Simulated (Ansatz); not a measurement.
```xyz
6

Al   -0.3739    2.0334   -0.4706
F    -3.0902   -0.0991   -1.3215
F    -0.2801    3.1883   -1.6220
F    -0.0239    1.7663    1.1024
Ge   -1.3809   -0.0957   -1.4867
H    -1.0045   -1.4024   -2.2061
```

Geometry: B3LYP-D3(BJ)/6-311G**.

Method: Ansatz 0.2.0, isolated molecule in a Gaussian basis; Kohn-Sham density functional theory, functional PBE0.

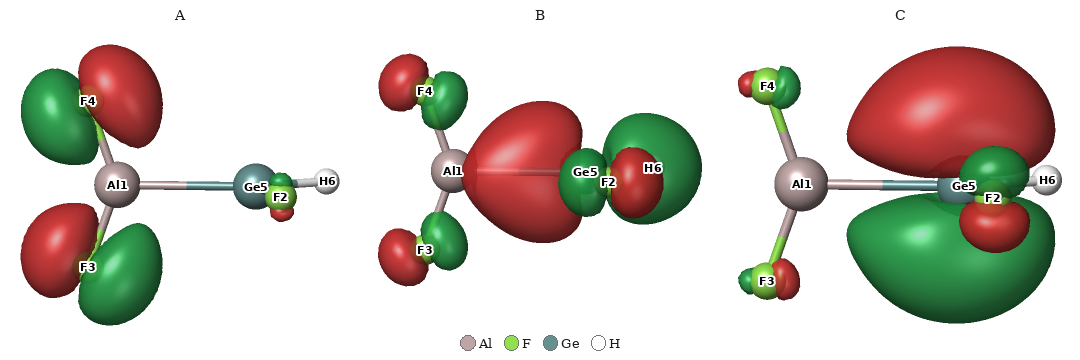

AlF3GeH (SMILES [F][GeH+][Al]([F])[F]) (charge +1). Three frontier orbitals at ±0.1 Å⁻³ᐟ² (green and red are the two phases), in no order.

Which picture is the HOMO−1, the HOMO and the LUMO?

Answer. A is the HOMO−1 (−17.11 eV). By Hirshfeld shares it lies mainly on F4 (about 45 %) and F3 (about 45 %); largely a combination of lone pairs on F4 and F3. B is the HOMO (−15.23 eV). It lies mainly on Ge5 (about 40 %), Al1 (about 15 %), H6 (about 15 %), F2 (about 15 %), F4 (about 5 %) and F3 (about 5 %). C is the LUMO (−9.36 eV). It lies mainly on Ge5 (about 80 %) and F2 (about 5 %).

What is the HOMO–LUMO gap?

Answer. 5.87 eV between the orbital energies.
